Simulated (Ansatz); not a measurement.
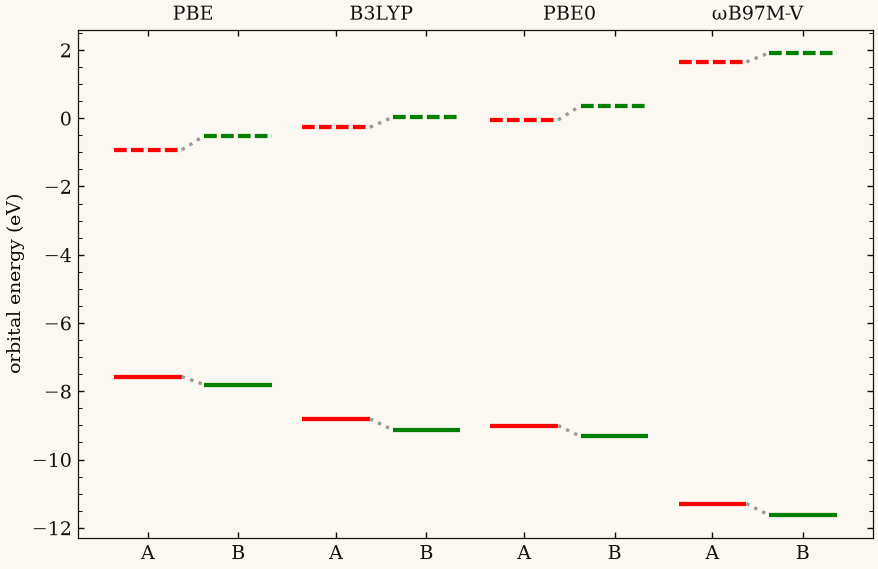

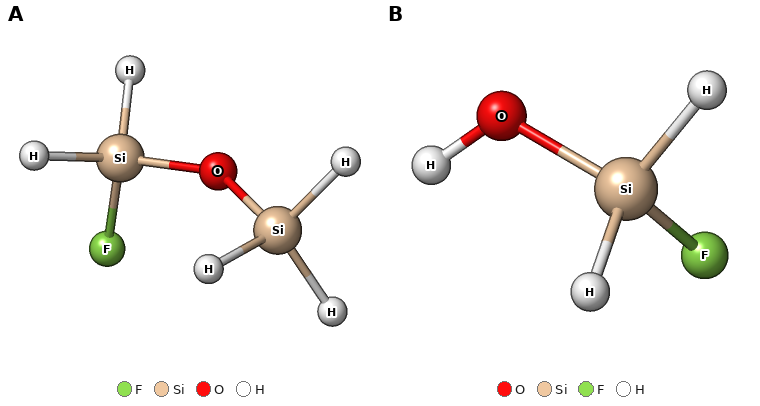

One change: A, Si₂H₅OF (SMILES F[SiH2]O[SiH3]), becomes B, SiH₃OF (SMILES O[SiH2]F). SiH₃ on O is replaced by H. HOMO (solid) and LUMO (dashed) computed in def2-TZVPP at PBE0-D4/def2-TZVP geometries, both minima by their frequencies, gas phase, the Ansatz code. Empty levels above zero depend strongly on the basis.

What does the change do to HOMO and LUMO?

Answer. PBE: the HOMO falls by 0.24 eV, the LUMO rises by 0.41 eV, and the separation goes from 6.64 to 7.30 eV. B3LYP: the HOMO falls by 0.32 eV, the LUMO rises by 0.30 eV, and the separation goes from 8.55 to 9.16 eV. PBE0: the HOMO falls by 0.32 eV, the LUMO rises by 0.42 eV, and the separation goes from 8.96 to 9.69 eV. ωB97M-V: the HOMO falls by 0.33 eV, the LUMO rises by 0.26 eV, and the separation goes from 12.94 to 13.54 eV.

Do the functionals agree on the effect?

Answer. They agree on the direction for both levels; the HOMO shift lies between −0.33 and −0.24 eV and the LUMO shift between 0.26 and 0.42 eV, while the separations themselves differ by up to 6.3 eV between functionals.

Caveats: one conformer of each flexible molecule.
